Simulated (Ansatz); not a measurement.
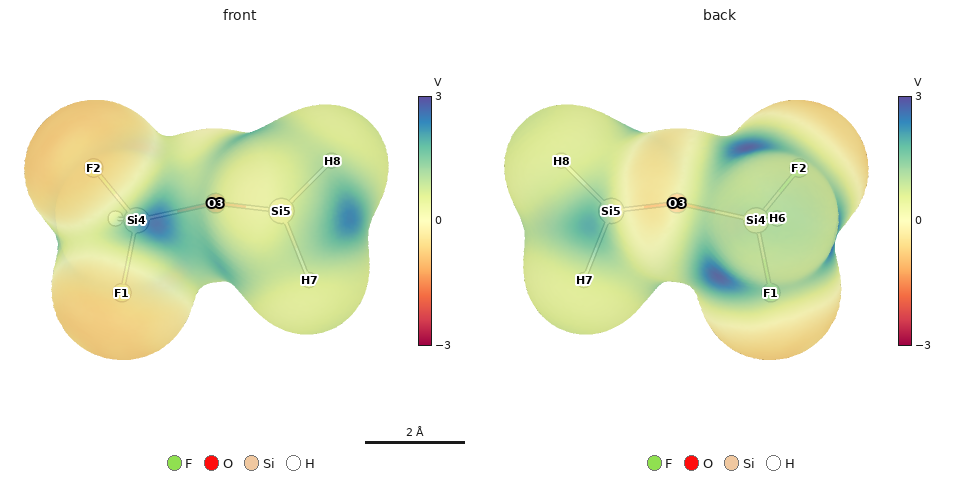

*F2H3OSi2 (doublet). The electrostatic potential painted on the density surface at 0.004 e/bohr³, seen from the front and from behind; the colour scale runs from red (negative) to blue (positive).*

Geometry: PBE-D3(BJ)/def2-SVP.

Level of theory: isolated molecule in a Gaussian basis; Kohn-Sham density functional theory, functional PBE0 in Ansatz.

```json
{"atom": "F", "x (Å)": "-1.3419", "y (Å)": "-0.2213", "z (Å)": "-1.6410"}
{"atom": "F", "x (Å)": "-3.2410", "y (Å)": "-1.0054", "z (Å)": "-0.0472"}
{"atom": "O", "x (Å)": "-1.2766", "y (Å)": "0.5236", "z (Å)": "0.9240"}
{"atom": "Si", "x (Å)": "-2.2457", "y (Å)": "0.2337", "z (Å)": "-0.3711"}
{"atom": "Si", "x (Å)": "0.1107", "y (Å)": "-0.0282", "z (Å)": "1.7217"}
{"atom": "H", "x (Å)": "-3.0355", "y (Å)": "1.4395", "z (Å)": "-0.7068"}
{"atom": "H", "x (Å)": "1.3319", "y (Å)": "0.4800", "z (Å)": "0.9909"}
{"atom": "H", "x (Å)": "0.0560", "y (Å)": "0.5327", "z (Å)": "3.1203"}
```

> Where is the surface potential most negative and most positive?

The most negative region (about −0.8 V) lies over F1 and F2, the most positive (about +2.7 V) over Si4.

> How polar is the molecule by this calculation?

Its dipole moment is 1.50 D.
